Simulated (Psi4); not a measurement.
# BH3Cl− (SMILES [H][B-]([H])([H])Cl): a chain of runs

Aim: a geometry optimisation (HF/pcseg-1), then vibrational wavenumbers, then the energy (CCSD(T)/def2-TZVP) of BH3Cl−. 

Program for the calculation: Psi4 1.11.

## 1. The molecule

BH3Cl−: 5 atoms, total charge -1, spin state singlet. As SMILES, `[H][B-]([H])([H])Cl`. Geometry: relaxed at GFN2-xTB. The run starts from this shape.

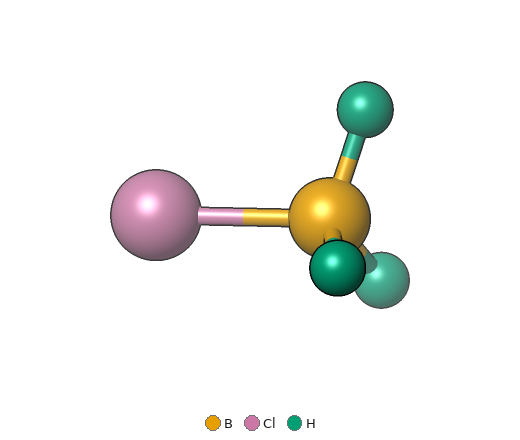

The structure, seen from a chosen angle (boron amber, chlorine pink, hydrogen teal).

## 2. A geometry optimisation at HF/pcseg-1 (density fitting) (run 1)

Contents of bclh3.xyz:

```xyz
5
BClH3
B     -0.001280     0.001630    -0.167010
Cl     0.013600    -0.021140     1.707330
H      1.152300     0.011380    -0.522240
H     -0.586640     1.005700    -0.497000
H     -0.577980    -0.997580    -0.521080
```

Contents of job.py:

```python
import psi4

psi4.set_memory('1600 MB')
psi4.set_num_threads(1)
psi4.set_output_file('bclh3.out', False)

with open('bclh3.xyz') as f:
    atoms = ''.join(f.readlines()[2:])
geom = psi4.geometry('-1 1\n' + atoms + '')

psi4.set_options({
    'basis': 'pcseg-1',
    'geom_maxiter': 60,
})

e_tot = psi4.optimize("hf")
print('E =', round(e_tot, 9))
print(geom.to_string(dtype='xyz', units='Angstrom'))
```

Command:

```sh
python job.py
```

bclh3.out:

```text
[...]
  Running in c1 symmetry.
[...]
  Nuclear repulsion =   42.139721438069571
[...]
  Multiplicity = 1
[...]
  Nalpha       = 13
  Nbeta        = 13
[...]
    Number of basis functions: 47
[...]
   @DF-RHF iter   1:  -485.88490906795607   -5.55852e-01   5.30546e-03 ADIIS/DIIS
[...]
   @DF-RHF iter   6:  -485.94033992702379   -2.84217e-13   2.85677e-09 DIIS
[...]
  @DF-RHF Final Energy:  -485.94033992702379
   => Energetics <=
    Nuclear Repulsion Energy =             39.5974330569902051
    One-Electron Energy =                -755.1827759744970763
    Two-Electron Energy =                 229.6450029904830501
    Total Energy =                       -485.9403399270238424
[...]
  -Total Gradient:
     Atom            X                  Y                   Z
    ------   -----------------  -----------------  -----------------
       1        0.000000359019     0.000005129645     0.000014661698
       2       -0.000000232858    -0.000000580078    -0.000018841007
       3        0.000001343749    -0.000002385078     0.000001302387
       4       -0.000001498356    -0.000000008109     0.000001365808
       5        0.000000028445    -0.000002156379     0.000001511117
[...]
    Final optimized geometry and variables:
    Molecular point group: c1
    Full point group: C1
    Geometry (in Angstrom), charge = -1, multiplicity = 1:
    B           -0.011282384355     0.017619231961    -1.434569232816
    CL           0.004749411061    -0.007415358361     0.603882649453
    H            1.157861012856     0.026659095550    -1.769868042977
    H           -0.603997520638     1.033765980390    -1.743652086819
    H           -0.595408641257    -0.995601255188    -1.768619618226
[...]
```

The script printed:

```text
Optimizer: Optimization complete!
E = -485.940339927
5
-1 1 BClH3
B                    -0.011282384355     0.017619231961    -1.434569232816
Cl                    0.004749411061    -0.007415358361     0.603882649453
H                     1.157861012856     0.026659095550    -1.769868042977
H                    -0.603997520638     1.033765980390    -1.743652086819
H                    -0.595408641257    -0.995601255188    -1.768619618226
```

Wall time 5.7 s (1 thread of Intel Xeon Platinum 8488C (Sapphire Rapids), shared host); peak memory 0.22 GiB.

Steps, from the record of the run:

```tsv
step	energy from the first frame kept (eV)	largest force (eV/Å)
0	0.0000	1.7959
1	-0.1044	0.6950
2	-0.1178	0.4598
3	-0.1234	0.2384
4	-0.1255	0.0801
5	-0.1258	0.0292
6	-0.1259	0.0062
7	-0.1259	0.0010
```

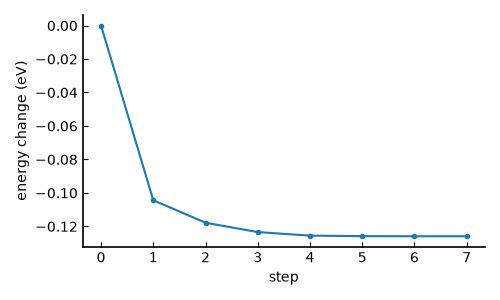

Energy along the run.

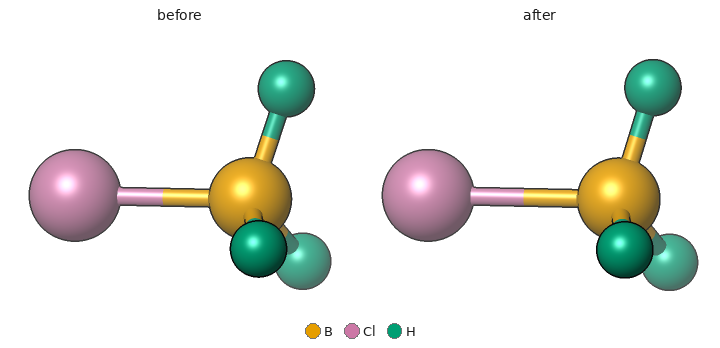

Before and after, at one scale.

After the run. Bond lengths: B1–Cl2 2.039 Å, B1–H3 1.216 Å, B1–H4 1.216 Å, B1–H5 1.216 Å. Angles: Cl2–B1–H3 105.6°, Cl2–B1–H4 105.6°, Cl2–B1–H5 105.6°, H3–B1–H4 113.1°, H3–B1–H5 113.1°, H4–B1–H5 113.1°.

## 3. The harmonic vibrations at HF/pcseg-1 (density fitting) (run 2)

Contents of job.dat:

```
memory 1.6 GB

molecule geom {
  -1 1
  B     -0.002118     0.003300    -0.285376
  Cl     0.013914    -0.021734     1.753076
  H      1.167025     0.012340    -0.620675
  H     -0.594833     1.019447    -0.594459
  H     -0.586244    -1.009920    -0.619427
  units angstrom
  symmetry c1
}

set {
  basis pcseg-1
  reference rhf
  t 298.15
  rotational_symmetry_number 3
}

e, wfn = frequency("scf", return_wfn=True)
```

Command:

```sh
psi4 -n 1 job.dat job.out
```

job.out:

```text
[...]
  Running in c1 symmetry.
[...]
  Nuclear repulsion =   39.597431883839732
[...]
  Multiplicity = 1
[...]
  Nalpha       = 13
  Nbeta        = 13
[...]
    Number of basis functions: 47
[...]
   @DF-RHF iter   1:  -485.89675891164438   -7.31159e-01   4.85014e-03 ADIIS/DIIS
[...]
  -Total Gradient:
     Atom            X                  Y                   Z
    ------   -----------------  -----------------  -----------------
       1        0.000000420441     0.000004890923     0.000014670111
       2       -0.000000222217    -0.000000547037    -0.000018794276
       3        0.000001189546    -0.000002380077     0.000001309453
       4       -0.000001511384     0.000000047911     0.000001335268
       5        0.000000123614    -0.000002011720     0.000001479444
[...]
   @DF-RHF iter  10:  -485.94033992693812   -6.82121e-13   1.90876e-09 DIIS
[...]
  @DF-RHF Final Energy:  -485.94033992693812
   => Energetics <=
    Nuclear Repulsion Energy =             39.5974318838397323
    One-Electron Energy =                -755.1827728361967047
    Two-Electron Energy =                 229.6450010254188783
    Total Energy =                       -485.9403399269381225
[...]
  ==> Harmonic Vibrational Analysis <==
[...]
  Freq [cm^-1]                 409.7649            878.7779            878.7787
[...]
  IR activ [km/mol]            121.7524             4.0187              4.0188
[...]
  Freq [cm^-1]                1222.5362           1277.0263           1277.0400
[...]
  IR activ [km/mol]            384.4983            41.7145             41.7156
[...]
  Freq [cm^-1]                2505.9151           2525.1101           2525.1385
[...]
  IR activ [km/mol]            230.2141            530.4092            530.4009
[...]
  Total E_0, Enthalpy at 0 [K]                                                         -485.90958446 [Eh]
[...]
```

Standard output:

```text
Warning: used thermodynamics relations inappropriate for low-frequency modes: ['409.7649']
```

Wall time 5.4 s (1 thread of Intel Xeon Platinum 8488C (Sapphire Rapids), shared host); peak memory 0.23 GiB.

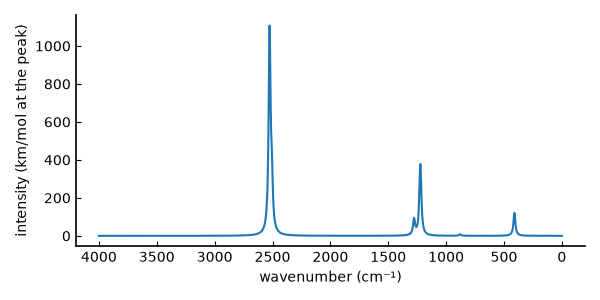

Harmonic infrared spectrum, unscaled, lines broadened by 10 cm⁻¹.

## 4. A single-point energy at CCSD(T)/def2-TZVP (run 3)

Contents of input.inp:

```
memory 1600 MB

molecule m {
  -1 1
  B
  Cl 1 R2
  H 1 R3 2 A3
  H 1 R4 3 A4 2 D4
  H 1 R5 4 A5 3 D5

  R2 = 2.038669
  R3 = 1.216307
  A3 = 105.55556
  R4 = 1.216305
  A4 = 113.08837
  D4 = 114.91567
  R5 = 1.216309
  A5 = 113.08678
  D5 = -130.17081
  symmetry c1
}

set globals {
  basis           def2-TZVP
  scf_type        pk
  num_frozen_docc 6
}

energy('ccsd(t)')
```

Command:

```sh
psi4 input.inp input.out -n 1
```

input.out:

```text
[...]
  Running in c1 symmetry.
[...]
  Nuclear repulsion =   39.597428969966778
[...]
  Multiplicity = 1
[...]
  Nalpha       = 13
  Nbeta        = 13
[...]
    Number of basis functions: 86
[...]
   @RHF iter   1:  -485.94622733217358   -7.57607e-01   3.27098e-03 DIIS/ADIIS
[...]
   @RHF iter  10:  -485.99631932693313   -2.55795e-11   9.07813e-09 DIIS
[...]
  @RHF Final Energy:  -485.99631932693313
   => Energetics <=
    Nuclear Repulsion Energy =             39.5974289699667779
    One-Electron Energy =                -755.2437839259341672
    Two-Electron Energy =                 229.6500356290342211
    Total Energy =                       -485.9963193269331327
[...]
 Multipole Moments:
 ------------------------------------------------------------------------------------
     Multipole            Electronic (a.u.)      Nuclear  (a.u.)        Total (a.u.)
 ------------------------------------------------------------------------------------
 L = 1.  Multiply by 2.5417464519 to convert [e a0] to [Debye]
 Dipole X            :         -0.0000603            0.0000449           -0.0000154
 Dipole Y            :          0.0000034           -0.0000026            0.0000007
 Dipole Z            :          5.0526083           -4.1370150            0.9155933
 Magnitude           :                                                    0.9155933
[...]
      * MP2 total energy                      = -486.321653071974481
[...]
      * CCSD total energy                     = -486.358061590853652
[...]
      * CCSD(T) total energy                  = -486.371314578420709
[...]
```

It took 16 s on 1 thread of Intel Xeon Platinum 8488C (Sapphire Rapids), shared host; peak memory 0.66 GiB.

## 5. Results

| quantity | value |
| --- | --- |
| run 1, HF/pcseg-1: total energy at the end | -485.94034 Eh |
| run 1, HF/pcseg-1: HOMO energy | -5.28 eV |
| run 1, HF/pcseg-1: LUMO energy | 9.91 eV |
| run 1, HF/pcseg-1: HOMO–LUMO gap (to an unbound level, set by the basis) | 15.20 eV |
| run 2, HF/pcseg-1: lowest harmonic wavenumber | 410 cm⁻¹ |
| run 2, HF/pcseg-1: highest harmonic wavenumber | 2525 cm⁻¹ |
| run 2, HF/pcseg-1: zero-point energy | 80.7 kJ/mol |
| run 2, HF/pcseg-1: ideal-gas entropy at 298.15 K (symmetry number 3 as used) | 57.4 cal/(mol K) |
| run 3, CCSD(T)/def2-TZVP: total energy | -486.37131 Eh |
| run 3, CCSD(T)/def2-TZVP: HOMO energy (Hartree–Fock orbitals) | -5.19 eV |
| run 3, CCSD(T)/def2-TZVP: LUMO energy (Hartree–Fock orbitals) | 8.22 eV |
| run 3, CCSD(T)/def2-TZVP: HOMO–LUMO gap (to an unbound level, set by the basis) | 13.41 eV |
| run 3, CCSD(T)/def2-TZVP: correlation energy (6 core orbitals frozen) | -375.0 mEh |
| run 3, CCSD(T)/def2-TZVP: (T) correction | -13.25 mEh |
| run 3, CCSD(T)/def2-TZVP: T1 diagnostic | 0.009 |

In words: The optimisation (run 1, HF/pcseg-1) took 8 steps and changed the energy by -0.126 eV. All 9 modes (run 2, HF/pcseg-1) are real, so the shape is a minimum at this level. The triples (run 3, CCSD(T)/def2-TZVP) make up 3.5 % of the correlation energy.
